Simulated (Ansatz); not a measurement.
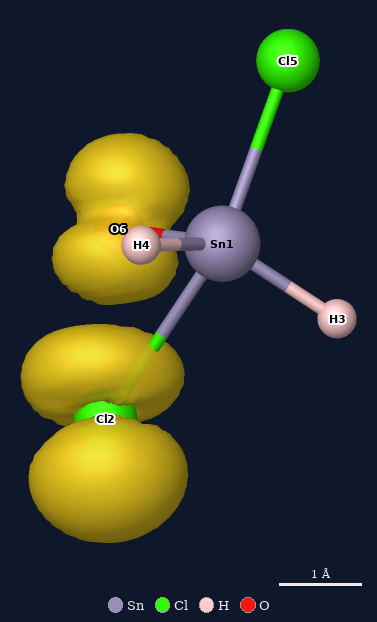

The picture shows: Cl₂H₃OSn (doublet). Isosurfaces of the spin density (α minus β) at +0.02 (yellow) and −0.02 e/Å³ (cyan), seen at an oblique angle.

Core potentials replace the inner electrons of Sn.

These are results of UKS r2SCAN-D4/def2-SVP (Ansatz 0.2.0), not measurements.

```xyz
7

Sn   -0.1764    0.0680    0.8074
Cl    1.6740    0.4198    2.8306
H     0.9971   -0.8724    0.0226
H    -0.3841    1.7446    0.7332
Cl   -2.2103   -0.8399   -0.0272
O    -0.5503   -0.4970    2.7768
H    -0.1783   -1.3711    2.9924
```

Which atoms carry the spin?

Answer. The unpaired spin (1 electron) lies mostly on Cl2 (about 0.6) and O6 (about 0.4), in electrons by Hirshfeld's partition.
